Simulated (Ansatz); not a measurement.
## Electronic structure of CH$_{4}$F$_{2}$N$_{2}$ in real space

```yaml
atoms:
  - { symbol: C, position_ang: [-1.0608, 1.0030, 0.0481] }
  - { symbol: F, position_ang: [0.0135, 0.1934, 0.3158] }
  - { symbol: F, position_ang: [-0.6408, 2.2390, 0.4692] }
  - { symbol: N, position_ang: [-2.1512, 0.4952, 0.7675] }
  - { symbol: N, position_ang: [-1.3671, 1.1123, -1.3153] }
  - { symbol: H, position_ang: [-2.9628, 1.0960, 0.6638] }
  - { symbol: H, position_ang: [-1.9191, 0.3737, 1.7490] }
  - { symbol: H, position_ang: [-0.5947, 1.5205, -1.8336] }
  - { symbol: H, position_ang: [-1.6187, 0.2081, -1.7019] }
```

Geometry: PBE0-D3(BJ)/def2-SVP.

Method: isolated molecule in a Gaussian basis; Kohn-Sham density functional theory, functional PBE0 in Ansatz.

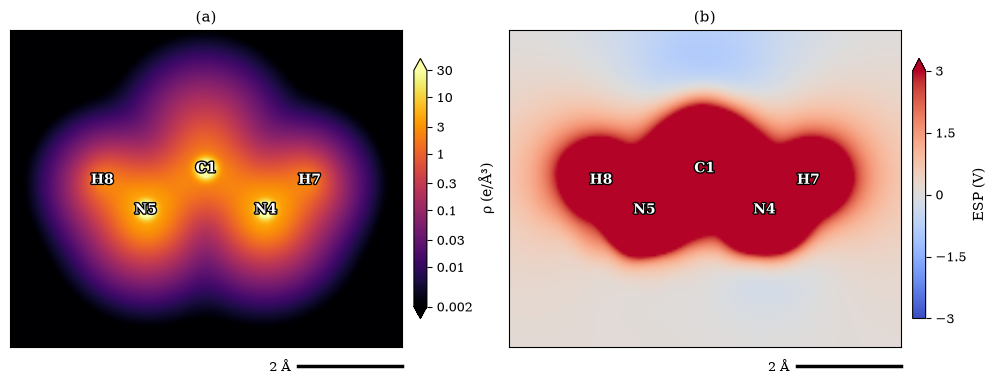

Figure 1. (a) electron density; (b) molecular electrostatic potential on the plane of atoms C1, N5 and H8.

What does the map show?

- The plane passes through C, N and H nuclei.
- C–N (1.40 Å): ρ at the midpoint is about 2.3 e/Å³.
- N–H (1.02 Å): ρ at the midpoint is about 2.9 e/Å³.
- Outside the dense part of the molecule the potential is most negative (−0.9 V) near F3, which lies off the plane.

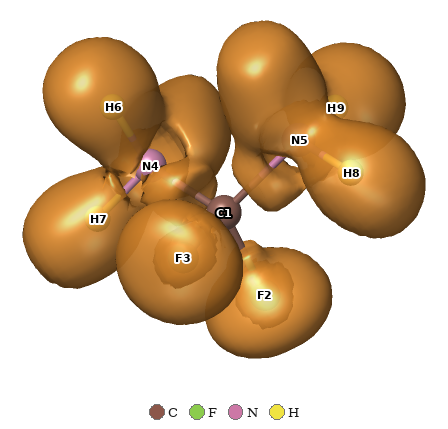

Figure 2. Isosurface of the electron localisation function at 0.75 (orange), seen at a tilt. Core shells and regions of very low density are left out.

Identify the bonds, lone pairs and shells in this picture.

The surface consists of two regions on F in which the atom's valence shell and bonds are merged and two joined regions spread over several atoms (H, N), in which their bonds and any lone pairs are merged. Along the contacts the grid gives the following. C–F (1.37 Å): the ELF peaks at about 0.80 between the atoms (a shared but strongly polarised pair). C–N (1.40 Å): the ELF peaks at about 0.95 between the atoms; a covalent bond.

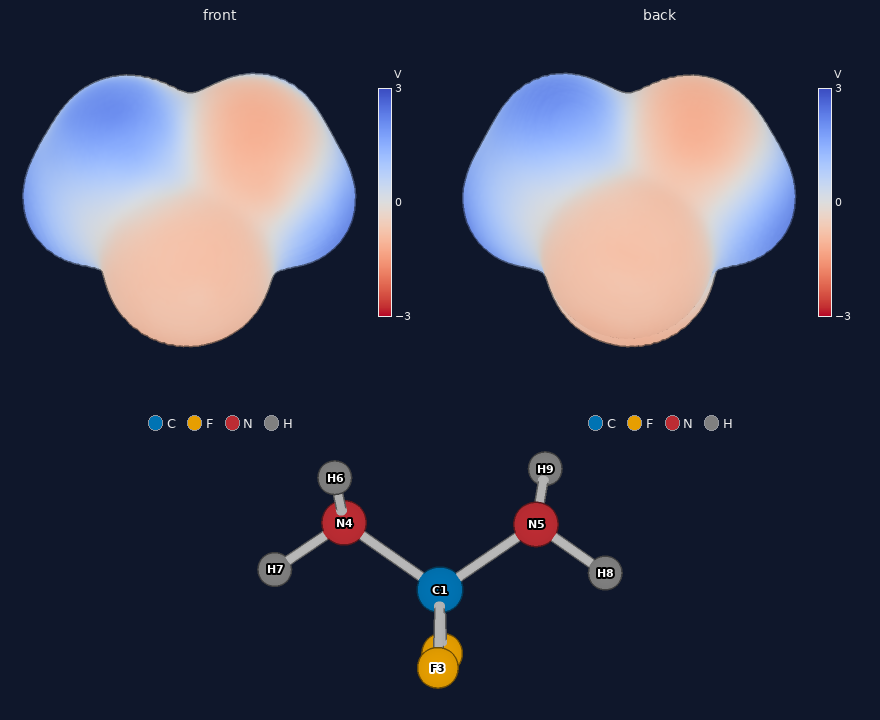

Figure 3. The molecular electrostatic potential painted on the density surface at 0.002 e/bohr³, seen from the front and from behind; red is negative and blue positive. The bare structure is drawn below in the same view.

Where is the surface potential most negative and most positive?

The most negative region (about −1.1 V) lies over N4 and N5, the most positive (about +2.0 V) over H6, H7, H8 and H9.
